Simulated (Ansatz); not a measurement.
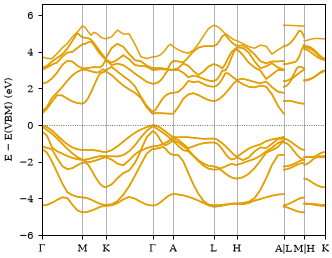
Figure. Band structure from r²SCAN with spin–orbit coupling in the plane-wave PAW code Ansatz

Problem. Read off the gap and where the band edges lie.

Solution. About 0.6 eV (0.62 eV by a search for the band edges); maximum at Γ, minimum at A.

The material is BaCd₂As₂ in space group P-3m1 (No. 164; Ba on 1a, Cd on 2d, As on 2d).

The workflow started from a Materials Project entry (that database holds measured and hypothetical structures alike); the Crystallography Open Database copy checked does not list it. Whether it is the stable phase at ambient conditions was not checked. The r²SCAN relaxation kept the symmetry of its start; whether a distortion lowers the energy is not shown.

Potentials: the later of the program's two PAW sets.
